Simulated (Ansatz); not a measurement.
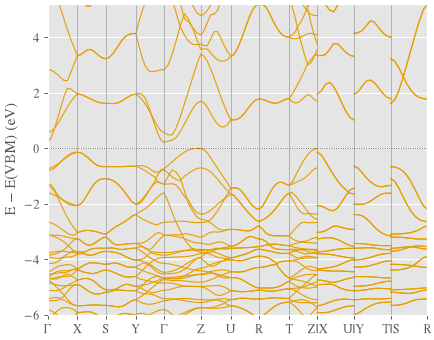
Figure. Band structure from the program Ansatz at the LDA level (PAW)

Read off the gap and where the band edges lie.

About 0.2 eV (0.22 eV by a search for the band edges); maximum at Z, minimum at Γ.

The material is Ag2S in space group P2_12_12 (No. 18; Ag on 4c, S on 2a).

The first step of the workflow began from a Materials Project structure, measured or hypothetical; the Crystallography Open Database copy checked does not list it. COD files the formula under space group No. 4, 14, so this cell is another polymorph or a model. Its standing as an ambient phase is unchecked. The cell was relaxed with LDA under the symmetry of its start; whether a distortion lowers the energy is not shown. No spin polarisation was allowed. A crystal of weakly bound layers computed without a dispersion correction: the cell and the soft elastic constants depend strongly on that. Scalar-relativistic: spin–orbit coupling is off unless named, which matters more the heavier the elements.

Potentials: the later of the program's two PAW sets.
